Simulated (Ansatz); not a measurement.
# Ti3W2: what a guessed cell relaxes into

Aim: relax a trial structure of Ti3W2 and see where it ends.

Method: DFT PBE, scalar-relativistic, plane waves, PAW, in Ansatz 0.2.0.

## (1) The starting structure

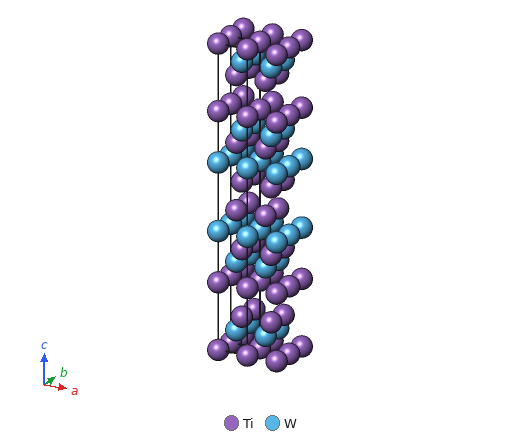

Start, viewed slightly off an axis; titanium purple, tungsten blue. 2×2×1 cells are drawn. Atoms on the faces are drawn again on the opposite ones. The cell drawn here is the conventional one.

Coordinates:

```xyz
5
Lattice="1.5857 0.9155 7.6881 -1.5857 0.9155 7.6881 0.0000 -1.8310 7.6881" Properties=species:S:1:pos:R:3 pbc="T T T"
Ti    0.0000    0.0000   17.9769
Ti    0.0000    0.0000    5.0876
Ti    0.0000    0.0000    0.0000
W     0.0000    0.0000   14.1135
W     0.0000    0.0000    8.9509
```

Recipe of the guess: species swapped into a database cell of Hf3N2 (R-3m, No. 166), with Ti on the Hf sites and W on the N sites. Lengths come from tabulated atomic sizes and are only a guess.

## (2) The guess as it stands, on a coarse mesh

File input.yaml:

```yaml
crystal:
  lattice:
    - [1.58566962, 0.91548678, 7.68814498]
    - [-1.58566962, 0.91548678, 7.68814498]
    - [0.0, -1.83097356, 7.68814498]
  atoms:
    - { symbol: Ti, position: [0.77941865, 0.77941865, 0.77941865] }
    - { symbol: Ti, position: [0.22058135, 0.22058135, 0.22058135] }
    - { symbol: Ti, position: [0.0, 0.0, 0.0] }
    - { symbol: W, position: [0.61191553, 0.61191553, 0.61191553] }
    - { symbol: W, position: [0.38808447, 0.38808447, 0.38808447] }
basis:
  ecutwfc: 420
kpoints:
  mp_grid: { grid: [6, 6, 6] }
hamiltonian:
  xc: pbe
scf:
  occupations: { method: gaussian, width: 0.1 }
  lower_state_search: "off"
output:
  forces: true
  stress: true
  eigenvalues: true
```

The run is started by

```console
ansatz run input.yaml --threads 1 --pin off --max-ram 2560MiB --backend cpu --events-out ev --progress --plain --runs-dir out
```

The log of the run (excerpt; [...] marks lines left out):

```text
Warning: RAYON_NUM_THREADS=1 ignored (pool sized by the plan → 1); use --threads N
[...]
Pseudopotentials: kind: paw
Pseudopotential: Ti, paw, valence charge 12, recommended cutoff 420 eV (normal), Ti.paw.azcp
Pseudopotential: W, paw, valence charge 14, recommended cutoff 420 eV (normal), W.paw.azcp
Functional definition: PBE
[...]
Crystal: 5 atoms, lattice volume = 66.963 Å³
Basis set: ecut = 420 eV, 1291 PW (Γ), FFT grids on a1−a3, a2−a3, a3, exchange–correlation on 48×48×108 points (8 copies of the dense FFT grid, shifted against one another)
Bands: 39, of which v1, the nominal top of the filled ones, is band 32 counted from 1 (31 counted from 0)
Symmetry: 12 space group operations
[...]
SCF converged after 7 iterations
Free energy (F): -28255.792241 eV
[...]
E sigma→0 (E₀):  -28255.779072 eV
Entropy (-TS):   -0.026339 eV (-5.268 meV/atom)
Fermi energy:    21.263563 eV
[...]
--- Forces (eV/Å), atoms counted from 1 ---
  atom   1  Ti     0.00000000    -0.00000000     8.01040143
  atom   2  Ti    -0.00000000     0.00000000    -8.01040143
  atom   3  Ti     0.00000000     0.00000000     0.00000000
  atom   4  W      0.00000000     0.00000000    -2.06660392
  atom   5  W     -0.00000000    -0.00000000     2.06660392
[...]
--- Stress (GPa, compression-positive) ---
       99.076537       0.000000       0.000000
        0.000000      99.076537       0.000000
        0.000000       0.000000     112.078788
  P = ⅓ Tr σ = 103.4106 GPa (1034.106 kbar)
--- Band table (eV; the first three rows and the last of 32) ---
[...]
```

Run time: 5.6 s. Hardware: 1 thread of Intel Xeon at 2.70GHz, shared host; peak memory 0.41 GiB.

The probe gives pressure 103.4 GPa, largest force 8.01 eV/Å, gap on this mesh none (metal). A guess like this is first relaxed loosely on the coarse mesh.

## (3) Coarse relaxation

input.yaml: that of step 2 with these lines changed.

```diff
@@ -24 +24,6 @@
   eigenvalues: true
+relax:
+  adjacent_minimum: "off"
+  f_tol: 0.04
+  max_steps: 70
+  cell: { stress_tol: 0.4 }
```

The run is started by

```console
ansatz run input.yaml --threads 1 --pin off --max-ram 2560MiB --backend cpu --events-out ev --progress --plain --runs-dir out
```

The log of the run:

```text
Warning: RAYON_NUM_THREADS=1 ignored (pool sized by the plan → 1); use --threads N
basis.fft_grid_basis auto: the FFT boxes are laid along the combinations [[1, 0, -1], [0, 1, -1], [0, 0, 1]] of the cell's own vectors, 3.171, 3.171 and 7.903 Å long. The dense box has 24×24×54 points. Along the cell's own vectors, as sized, it would have 54×54×54, 5.06 times as many. Of the 12 symmetry operations that the crystal satisfies within crystal.symmetry.tolerance (time reversal apart; of a slab, those that keep its plane) the dense box along the cell's own vectors carries 12, and the one as laid loses 8 of those. basis.fft_grid_basis: typed keeps the cell's own vectors: state it where this run's energies or levels are differenced outside the engine with another run's, or held beside a run that keeps those vectors.
Engine: ansatz 0.2.0, x86_64-unknown-linux-gnu
[... 4 set-up lines as earlier in the session ...]
  parameter kappa = 0.804
  parameter beta = 0.06672455060314922
  exchange = pbe_x(kappa = kappa, mu = beta*pi^2/3)
  correlation = pbe_c(beta = beta)
Crystal: 5 atoms, lattice volume = 66.963 Å³
Basis set: ecut = 420 eV, 1291 PW (Γ), FFT grids on a1−a3, a2−a3, a3, exchange–correlation on 48×48×108 points (8 copies of the dense FFT grid, shifted against one another)
Bands: 39, of which v1, the nominal top of the filled ones, is band 32 counted from 1 (31 counted from 0)
[... 1 set-up line as earlier in the session ...]
Space group: R-3m (ITA 166), of the structure as read, at distance tolerance 4.1e-5 Å
k-points: 32 of 216
Non-local potential: Ti, projectors of the file, l = 0: 3, l = 1: 2, l = 2: 3, l = 3: 1
Non-local potential: W, projectors of the file, l = 0: 3, l = 1: 2, l = 2: 2, l = 3: 1
PAW form: soft (Blöchl's): semilocal exchange-correlation on the pseudo side does not see the compensation charge
PAW one-centre angular grid: Ti, 590 points (default); XC on 64 Gauss nodes
PAW one-centre angular grid: W, 590 points (default); XC on 64 Gauss nodes
Initial density: superposition of atomic densities (neutral atoms: chi_scale 0, normalization atom), corrected by the library's trained network
Initial wavefunctions: pseudopotential atomic-orbital guess
Functional: x = pbe(κ = 0.804, μ = 0.2195149727645171), c = pbe(β = 0.06672455060314922)
SCF iter   1: F=—  HF=-28255.824365 eV  |F-HF|=—  |Δ(HF+E_count)|=         —  Δρ=1.91e-2  dr2=1.79e-1  ethr=1.77e-3  ⟨swp⟩=4.1  Hψ=4492  notcnv=0
preconditioner: auto → Kerker (q_TF=auto, 2.708 Å⁻¹)  [metal: Δε(μ)=0.040 eV  Ē_g=4.419 eV  σ=0.100 eV  W_gap=0.22  n_scr=30 (ndim 8)  ℏωp=22.2 eV  f_vac=0.000  D(μ)=5.33/eV (n_scr^D=56)]
SCF iter   2: F=—  HF=-28255.801119 eV  |F-HF|=—  |Δ(HF+E_count)|=   2.32e-2  Δρ=1.03e-2  dr2=4.44e-2  ethr=2.79e-4  ⟨swp⟩=2.0  Hψ=1672  notcnv=0  defer=35
SCF iter   3: F=—  HF=-28255.792863 eV  |F-HF|=—  |Δ(HF+E_count)|=   8.26e-3  Δρ=2.22e-3  dr2=3.44e-3  ethr=6.94e-5  ⟨swp⟩=2.0  Hψ=1518  notcnv=0  defer=35
SCF iter   4: F=—  HF=-28255.792271 eV  |F-HF|=—  |Δ(HF+E_count)|=   5.93e-4  Δρ=5.24e-4  dr2=2.36e-4  ethr=5.37e-6  ⟨swp⟩=2.0  Hψ=1554  notcnv=0  defer=35
SCF iter   5: F=—  HF=-28255.792249 eV  |F-HF|=—  |Δ(HF+E_count)|=   2.16e-5  Δρ=1.30e-4  dr2=1.42e-5  ethr=3.69e-7  ⟨swp⟩=2.0  Hψ=1468  notcnv=0  defer=35
SCF iter   6: F=—  HF=-28255.792241 eV  |F-HF|=—  |Δ(HF+E_count)|=   7.46e-6  Δρ=3.07e-5  dr2=8.05e-7  ethr=2.22e-8  ⟨swp⟩=2.0  Hψ=1577  notcnv=0  defer=35
SCF iter   7: F=-28255.792241 eV  HF=-28255.792241 eV  |F-HF|=1.89e-8  |Δ(HF+E_count)|=   1.28e-7  Δρ=9.27e-6  dr2=4.44e-8  ethr=1.56e-10  ⟨swp⟩=10.0  Hψ=5321  notcnv=0
SCF 1 converged in 7 iterations: F = -28255.792241 eV  dr2 = 4.44e-8
relax step   1: F+E_penalty+E_count = -28255.79224128 eV  Δ(F+E_penalty+E_count) = +0.000e0 eV  max|allowed force component| = 8.010e0 eV/Å  Δτ_max = 0.0000 Å  P = +103.411 GPa  Ω = 66.963 Å³  (7 SCF iters, dr2 threshold 1.00e-7 eV, accepted)
[... from here on, the SCF cycles and remarks between the steps are left out ...]
relax step   2: F+E_penalty+E_count = -28261.66875688 eV  Δ(F+E_penalty+E_count) = -5.877e0 eV  max|allowed force component| = 4.123e0 eV/Å  Δτ_max = 0.1270 Å  P = +44.019 GPa  Ω = 76.139 Å³  energy of the carried Pulay correction = -4.763e-3 eV  (8 SCF iters, dr2 threshold 5.00e-7 eV, accepted)
relax step   3: F+E_penalty+E_count = -28263.93356551 eV  Δ(F+E_penalty+E_count) = -2.265e0 eV  max|allowed force component| = 1.872e0 eV/Å  Δτ_max = 0.1181 Å  P = +19.808 GPa  Ω = 80.917 Å³  energy of the carried Pulay correction = -7.011e-3 eV  (8 SCF iters, dr2 threshold 5.00e-7 eV, accepted)
relax step   4: F+E_penalty+E_count = -28265.17787172 eV  Δ(F+E_penalty+E_count) = -1.244e0 eV  max|allowed force component| = 1.542e0 eV/Å  Δτ_max = 0.0825 Å  P = +7.820 GPa  Ω = 83.702 Å³  energy of the carried Pulay correction = -8.256e-3 eV  (8 SCF iters, dr2 threshold 5.00e-7 eV, accepted)
relax step   5: F+E_penalty+E_count = -28266.02608519 eV  Δ(F+E_penalty+E_count) = -8.482e-1 eV  max|allowed force component| = 8.157e-1 eV/Å  Δτ_max = 0.0658 Å  P = +0.645 GPa  Ω = 84.648 Å³  energy of the carried Pulay correction = -8.669e-3 eV  (7 SCF iters, dr2 threshold 5.00e-7 eV, accepted)
relax step   6: F+E_penalty+E_count = -28266.46894632 eV  Δ(F+E_penalty+E_count) = -4.429e-1 eV  max|allowed force component| = 2.195e-1 eV/Å  Δτ_max = 0.0286 Å  P = -2.595 GPa  Ω = 84.481 Å³  energy of the carried Pulay correction = -8.597e-3 eV  (6 SCF iters, dr2 threshold 5.00e-7 eV, accepted)
relax step   7: F+E_penalty+E_count = -28266.64788956 eV  Δ(F+E_penalty+E_count) = -1.789e-1 eV  max|allowed force component| = 2.472e-1 eV/Å  Δτ_max = 0.0214 Å  P = -0.012 GPa  Ω = 82.367 Å³  energy of the carried Pulay correction = -7.665e-3 eV  (6 SCF iters, dr2 threshold 5.00e-7 eV, accepted)
relax step   8: F+E_penalty+E_count = -28266.67438873 eV  Δ(F+E_penalty+E_count) = -2.650e-2 eV  max|allowed force component| = 1.302e-1 eV/Å  Δτ_max = 0.0124 Å  P = +0.378 GPa  Ω = 81.552 Å³  energy of the carried Pulay correction = -7.299e-3 eV  (6 SCF iters, dr2 threshold 5.00e-7 eV, accepted)
relax step   9: F+E_penalty+E_count = -28266.67601228 eV  Δ(F+E_penalty+E_count) = -1.624e-3 eV  max|allowed force component| = 2.369e-2 eV/Å  Δτ_max = 0.0077 Å  P = -0.144 GPa  Ω = 81.560 Å³  energy of the carried Pulay correction = -7.302e-3 eV  (6 SCF iters, dr2 threshold 5.00e-7 eV, accepted)
relax step  10: F+E_penalty+E_count = -28267.02208670 eV  Δ(F+E_penalty+E_count) = -3.461e-1 eV  max|allowed force component| = 1.712e-2 eV/Å  Δτ_max = 0.0000 Å  P = +5.085 GPa  Ω = 81.560 Å³  stress off target by 1.35e1 GPa  SCF on the basis re-selected at this cell (its energy is not comparable with the rows above)  (7 SCF iters)
relax step  11: F+E_penalty+E_count = -28267.21175388 eV  Δ(F+E_penalty+E_count) = -1.897e-1 eV  max|allowed force component| = 3.110e-1 eV/Å  Δτ_max = 0.0236 Å  P = +1.793 GPa  Ω = 83.465 Å³  energy of the carried Pulay correction = -5.088e-4 eV  (7 SCF iters, dr2 threshold 5.00e-7 eV, accepted)
relax step  12: F+E_penalty+E_count = -28267.33999084 eV  Δ(F+E_penalty+E_count) = -1.282e-1 eV  max|allowed force component| = 3.543e-1 eV/Å  Δτ_max = 0.0186 Å  P = +1.700 GPa  Ω = 83.362 Å³  energy of the carried Pulay correction = -4.691e-4 eV  (6 SCF iters, dr2 threshold 5.00e-7 eV, accepted)
relax step  13: F+E_penalty+E_count = -28267.40105499 eV  Δ(F+E_penalty+E_count) = -6.106e-2 eV  max|allowed force component| = 3.131e-1 eV/Å  Δτ_max = 0.0338 Å  P = +0.629 GPa  Ω = 83.754 Å³  energy of the carried Pulay correction = -5.809e-4 eV  (7 SCF iters, dr2 threshold 5.00e-7 eV, accepted)
relax step  14: F+E_penalty+E_count = -28267.53373943 eV  Δ(F+E_penalty+E_count) = -1.327e-1 eV  max|allowed force component| = 3.667e-1 eV/Å  Δτ_max = 0.0553 Å  P = +1.601 GPa  Ω = 83.019 Å³  energy of the carried Pulay correction = -3.524e-4 eV  (7 SCF iters, dr2 threshold 5.00e-7 eV, accepted)
relax step  15: F+E_penalty+E_count = -28267.54613607 eV  Δ(F+E_penalty+E_count) = -1.240e-2 eV  max|allowed force component| = 6.107e-1 eV/Å  Δτ_max = 0.0565 Å  P = -0.035 GPa  Ω = 83.264 Å³  energy of the carried Pulay correction = -4.154e-4 eV  (7 SCF iters, dr2 threshold 5.00e-7 eV, accepted)
relax step  16: F+E_penalty+E_count = -28266.96978272 eV  Δ(F+E_penalty+E_count) = +5.764e-1 eV  max|allowed force component| = 1.603e0 eV/Å  Δτ_max = 0.1296 Å  P = -8.601 GPa  Ω = 88.617 Å³  energy of the carried Pulay correction = -2.589e-3 eV  (8 SCF iters, dr2 threshold 5.00e-7 eV, rejected (line search))
relax step  17: F+E_penalty+E_count = -28267.58091854 eV  Δ(F+E_penalty+E_count) = -3.478e-2 eV  max|allowed force component| = 2.071e-1 eV/Å  Δτ_max = 0.0477 Å  P = +0.033 GPa  Ω = 83.525 Å³  energy of the carried Pulay correction = -4.975e-4 eV  (9 SCF iters, accepted)
relax step  18: F+E_penalty+E_count = -28267.58723302 eV  Δ(F+E_penalty+E_count) = -6.314e-3 eV  max|allowed force component| = 3.228e-2 eV/Å  Δτ_max = 0.0143 Å  P = +0.001 GPa  Ω = 83.400 Å³  energy of the carried Pulay correction = -4.579e-4 eV  (6 SCF iters, dr2 threshold 5.00e-7 eV, accepted)
relax step  19: F+E_penalty+E_count = -28267.58777241 eV  Δ(F+E_penalty+E_count) = -5.394e-4 eV  max|allowed force component| = 5.497e-3 eV/Å  Δτ_max = 0.0014 Å  P = -0.042 GPa  Ω = 83.434 Å³  energy of the carried Pulay correction = -4.688e-4 eV  (6 SCF iters, dr2 threshold 5.00e-7 eV, accepted)
relax step  20: F+E_penalty+E_count = -28267.61768631 eV  Δ(F+E_penalty+E_count) = -2.991e-2 eV  max|allowed force component| = 7.518e-3 eV/Å  Δτ_max = 0.0000 Å  P = +0.614 GPa  Ω = 83.434 Å³  stress off target by 1.73e0 GPa  SCF on the basis re-selected at this cell (its energy is not comparable with the rows above)  (6 SCF iters)
relax step  21: F+E_penalty+E_count = -28267.62054210 eV  Δ(F+E_penalty+E_count) = -2.856e-3 eV  max|allowed force component| = 8.020e-3 eV/Å  Δτ_max = 0.0003 Å  P = -0.106 GPa  Ω = 83.789 Å³  energy of the carried Pulay correction = -7.743e-5 eV  (6 SCF iters, dr2 threshold 5.00e-7 eV, accepted)
relax step  22: F+E_penalty+E_count = -28267.62061658 eV  Δ(F+E_penalty+E_count) = -7.448e-5 eV  max|allowed force component| = 8.005e-3 eV/Å  Δτ_max = 0.0000 Å  P = -0.109 GPa  Ω = 83.789 Å³  stress off target by 1.60e-1 GPa  SCF on the basis re-selected at this cell (its energy is not comparable with the rows above)  (7 SCF iters)
basis re-selected at this cell: Δ(F+E_penalty+E_count) = -7.448e-5 eV, ΔP = -0.002 GPa vs the last step (what re-selecting the basis moved, of the pressure what is left beyond the Pulay correction that the steps carried, after the strain that the cell walked since its last selection, with what the two solves' SCF thresholds leave and, on support functions, any second-order correction that the steps lacked; it is no measure of the basis error at this ecutwfc). This SCF's stress stands 1.60e-1 GPa from its target on what of the cell is left free (relax.cell.stress_tol is 4.00e-1 GPa) and its largest allowed force component is 8.01e-3 eV/Å (relax.f_tol is 4.00e-2 eV/Å): within both
SCF converged after 7 iterations
Free energy (F): -28267.620617 eV
Harris-Foulkes:  -28267.620617 eV  (|F-HF|=7.28e-12)
Internal energy: -28267.592099 eV  (E = F + TS)
E sigma→0 (E₀):  -28267.606358 eV
Entropy (-TS):   -0.028517 eV (-5.703 meV/atom)
Fermi energy:    16.590309 eV
--- Per-component energies (eV) ---
  E_band       = -666.125371
  E_kinetic    = 1714.690962
  E_local      = -3714.028597  (includes V_loc(G=0)·N_el)
  E_nonlocal   = 25.485244
  E_hartree    = 1455.826001
  E_xc         = -825.126177
  E_vxc        = -841.961952  (∫ρ·V_xc dr)
  E_paw        = -20267.392991  (= ΣΔE_a)
  E_vpaw       = -761.963265  (= ΣTr[D̂ρ^β])
  E_aug_tail   = 0.000239  (compensation charges beyond the density's cutoff)
  E_ewald      = -6657.046780
  E_smearing   = -0.028517  (= −TS)
  E_closure    = 0.000000  (closes the sum)
  Σ components = -28267.620617   (vs F -28267.620617, Δ=0.00e0)
--- Forces (eV/Å), atoms counted from 1 ---
  atom   1  Ti    -0.00000000    -0.00000000    -0.00284897
  atom   2  Ti     0.00000000     0.00000000     0.00284897
  atom   3  Ti    -0.00000000     0.00000000    -0.00000000
  atom   4  W      0.00000000     0.00000000    -0.00800510
  atom   5  W     -0.00000000    -0.00000000     0.00800510
  max |Σ_I F_I| component: 3.29e-31 eV/Å
--- Stress (GPa, compression-positive) ---
       -0.160165       0.000000       0.000000
        0.000000      -0.160165       0.000000
        0.000000       0.000000      -0.005209
  P = ⅓ Tr σ = -0.1085 GPa (-1.085 kbar)
--- Band table (eV; the first three rows and the last of 32) ---
  k-point 0: bands = ["-56.9937", "-56.9937", "-40.0892", "-39.9641", "-39.8952", "-21.3315", "-21.3150", "-20.7788", "-20.7788", "-20.7785", "-20.7785", "-16.3872", "-16.3196", "-16.0413", "-16.0413", "-16.0187", "-15.8904", "-15.8904", "-15.8447", "-15.8447", "8.9932", "9.6943", "11.5343", "12.4124", "13.0716", "15.7312", "16.3034", "16.3382", "16.3382", "16.4960", "16.4960", "16.6869", "16.7395", "17.2073", "17.2142", "17.2142", "17.5610", "17.5610", "17.7200"]
[... 3 lines left out ...]
--- Relaxed structure (19 steps of the walk, 18 accepted, 3 SCFs on fresh bases) ---
  F+E_penalty+E_count = -28267.62061658 eV   max|allowed force component| = 8.005e-3 eV/Å   (the final SCF, on the basis selected at the relaxed cell)
  cell:  # Å, volume = 83.7886 Å³
    - [1.4320893652442865, 0.8268171805273887, 11.793808965124336]
    - [-1.4320893652442865, 0.8268171805273887, 11.793808965124336]
    - [-3.7101346717888285e-33, -1.6536343610547777, 11.793808965124336]
  atoms:
    - { symbol: Ti, position: [0.8000186554898036, 0.8000186554898036, 0.8000186554898034] }
    - { symbol: Ti, position: [0.1999813445101966, 0.1999813445101966, 0.19998134451019658] }
    - { symbol: Ti, position: [7.878462428465211e-19, 7.8784624284652285e-19, 7.878462428465228e-19] }
    - { symbol: W, position: [0.6004466040973057, 0.6004466040973057, 0.6004466040973055] }
    - { symbol: W, position: [0.39955339590269434, 0.39955339590269434, 0.3995533959026943] }
```

Run time: 2.2 min. Hardware: 1 thread of Intel Xeon at 2.70GHz, shared host; peak memory 0.45 GiB.

The steps of the relaxation:

```csv
step,E - E(step 1) (eV/cell),largest force component (eV/Å),pressure (GPa),volume (Å³)
1,0.0000,8.0104,103.41,66.96
2,-5.8765,4.1234,44.02,76.14
3,-8.1413,1.8718,19.81,80.92
4,-9.3856,1.5421,7.82,83.70
5,-10.2338,0.8157,0.64,84.65
6,-10.6767,0.2195,-2.60,84.48
7,-10.8556,0.2472,-0.01,82.37
8,-10.8821,0.1302,0.38,81.55
9,-10.8838,0.0237,-0.14,81.56
10,-11.2298,0.0171,5.08,81.56
11,-11.4195,0.3110,1.79,83.47
12,-11.5478,0.3543,1.70,83.36
13,-11.6088,0.3131,0.63,83.75
14,-11.7415,0.3667,1.60,83.02
15,-11.7539,0.6107,-0.04,83.26
16,-11.1775,1.6033,-8.60,88.62
17,-11.7887,0.2071,0.03,83.52
18,-11.7950,0.0323,0.00,83.40
19,-11.7955,0.0055,-0.04,83.43
20,-11.8254,0.0075,0.61,83.43
21,-11.8283,0.0080,-0.11,83.79
22,-11.8284,0.0080,-0.11,83.79
```

Step 1 is the start. Steps 10, 20, 22 each repeat the geometry before them on a plane-wave basis chosen anew, so the energy can jump there without any move. Step 16 was tried and not accepted.

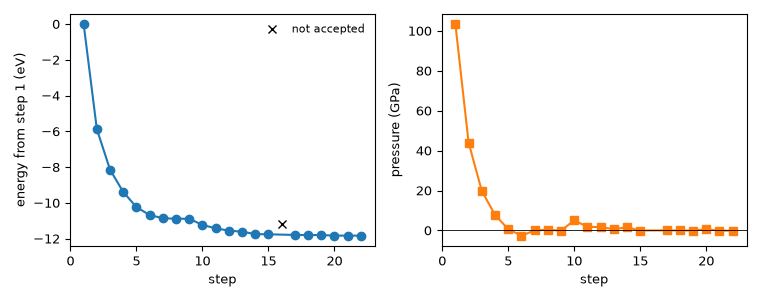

Energy and pressure along the relaxation.

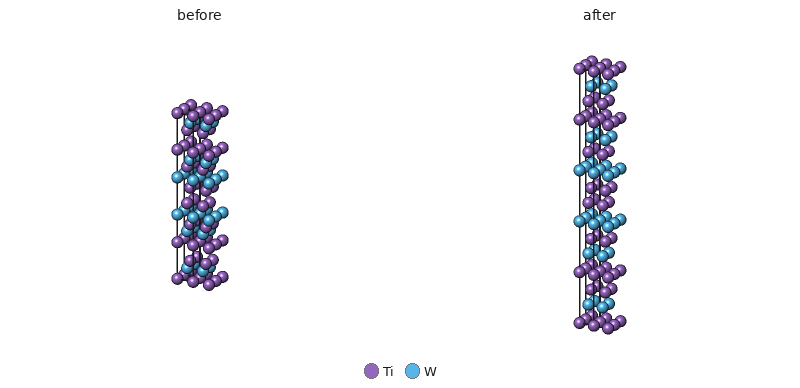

The structure before (left) and after (right) the relaxation, drawn at the same scale.

Lengths and angles in the start's conventional setting:

|  | before | after | change |
| --- | --- | --- | --- |
| a (Å) | 3.171 | 2.864 | -9.7 % |
| b (Å) | 3.171 | 2.864 | -9.7 % |
| c (Å) | 23.064 | 35.381 | +53.4 % |
| volume (Å³/atom) | 13.39 | 16.76 | +25.1 % |
| shortest distance (Å) | 2.224 | 2.864 | +28.8 % |
| space group (0.01 Å) | R-3m | R-3m | same |

The run keeps the 12 symmetry operations of the start, so it could not have lowered the symmetry.

## (4) Spin check on a coarse mesh

File input.yaml:

```yaml
crystal:
  lattice:
    - [1.4320893652, 0.8268171805, 11.7938089651]
    - [-1.4320893652, 0.8268171805, 11.7938089651]
    - [0.0, -1.6536343611, 11.7938089651]
  atoms:
    - { symbol: Ti, position: [0.8000186555, 0.8000186555, 0.8000186555], spin: 1.0 }
    - { symbol: Ti, position: [0.1999813445, 0.1999813445, 0.1999813445], spin: 1.0 }
    - { symbol: Ti, position: [0.0, 0.0, 0.0], spin: 1.0 }
    - { symbol: W, position: [0.6004466041, 0.6004466041, 0.6004466041] }
    - { symbol: W, position: [0.3995533959, 0.3995533959, 0.3995533959] }
basis:
  ecutwfc: 420
kpoints:
  mp_grid: { grid: [6, 6, 6] }
hamiltonian:
  xc: pbe
scf:
  occupations: { method: gaussian, width: 0.1 }
  lower_state_search: "off"
output:
  forces: true
  stress: true
  eigenvalues: true
  populations: true
magnetization:
  spin_polarized: true
```

The run is started by

```console
ansatz run input.yaml --threads 1 --pin off --max-ram 2560MiB --backend cpu --events-out ev --progress --plain --runs-dir out
```

The log of the run (excerpt; [...] marks lines left out):

```text
[...]
SCF converged after 18 iterations
Magnetization: -0.0000 μB (32.0000 up, 32.0000 down)
Absolute magnetization: 0.0000 μB (∫|ρ↑−ρ↓|, with the PAW one-centre terms)
Spin contamination: 0.0000 ħ² per cell (⟨S²⟩ above its minimum at these occupations)
[...]
        0.000000      -0.160167      -0.000000
        0.000000      -0.000000      -0.005184
  P = ⅓ Tr σ = -0.1085 GPa (-1.085 kbar)
--- Band table (eV; the first three rows and the last of 64) ---
[...]
--- Löwdin populations: 5 sites ---
  site symbol       q [e]    m [muB]
     0     Ti     11.8029    -0.0000
     1     Ti     11.8029    -0.0000
     2     Ti     11.7147     0.0000
     3      W     14.0146    -0.0000
     4      W     14.0146    -0.0000
  spilling = 0.010161 (of n_electrons = 64.000000)
```

Wall time 25 s (1 thread of Intel Xeon at 2.70GHz, shared host); peak memory 0.49 GiB.

Per atom:

```csv
atom,Löwdin electrons
Ti1,11.80
Ti2,11.80
Ti3,11.71
W4,14.01
W5,14.01
```

The Löwdin counts miss 0.65 of the 64 electrons, which the atomic orbitals do not span, so they are no charges.

The same cell is solved with trial moments on Ti. The largest site moment that stays is 0.00 μB and the cell's total 0.00 μB. The workflow keeps spin only above 0.25 μB on a site, so the next run goes without spin.

(Part 1 of 2 ends here.)
